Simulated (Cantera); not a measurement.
A closed system holds: 1 mol MgO, a varied amount of F₂, held at 1552 °C and 1.20 mbar.

Equilibrium computed with Cantera from the NASA thermochemical tables; the gas is ideal and each condensed phase is pure. Candidate condensed phases: Mg, MgF₂, MgO; 14 gas species. Equilibrium is a limit: real reactors are often held back by kinetics, nucleation or transport.

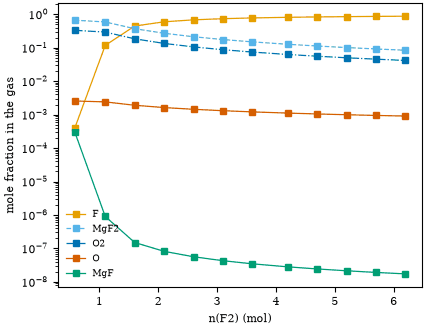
Equilibrium gas composition (values under 1e-9 drawn at 1e-9)

Q: Read off the mole fractions at 6.2 mol F₂.

A: F about 0.87, MgF₂ about 0.084, O₂ about 0.042, O about 0.00090, MgF about 1.7e-8.
